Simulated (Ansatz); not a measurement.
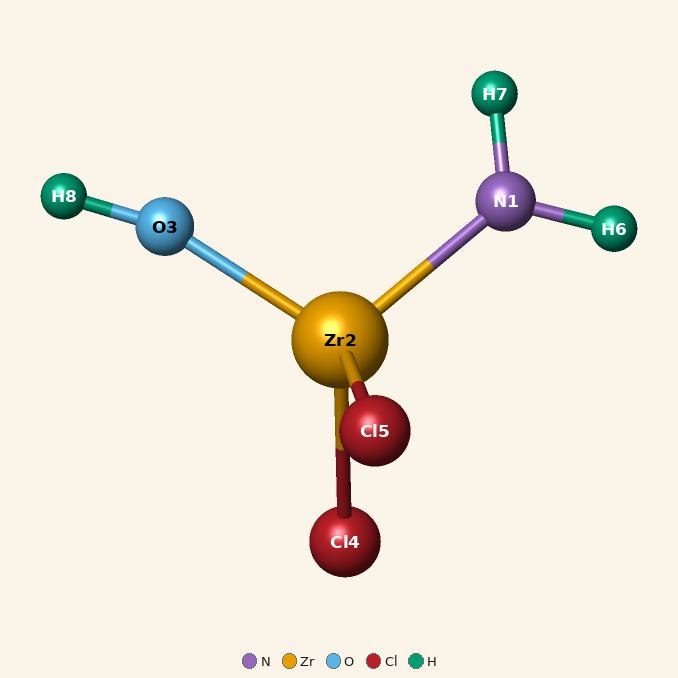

Charge 0, singlet. Harmonic vibrations computed with RKS PBE0-D4/def2-TZVP, core potentials on Zr (Ansatz 0.2.0) at a stationary point of the same level.

Question: Minimum or transition state?

Answer: A minimum: no imaginary frequency, and the lowest mode lies at 99 cm⁻¹.

Question: How many vibrational modes are there, and where do they lie?

Answer: 18 modes: 99, 108, 123, 144, 166, 230, 248, 317, 377, 404, 481, 505, 668, 743, 1536, 3556, 3653, 3983 cm⁻¹.
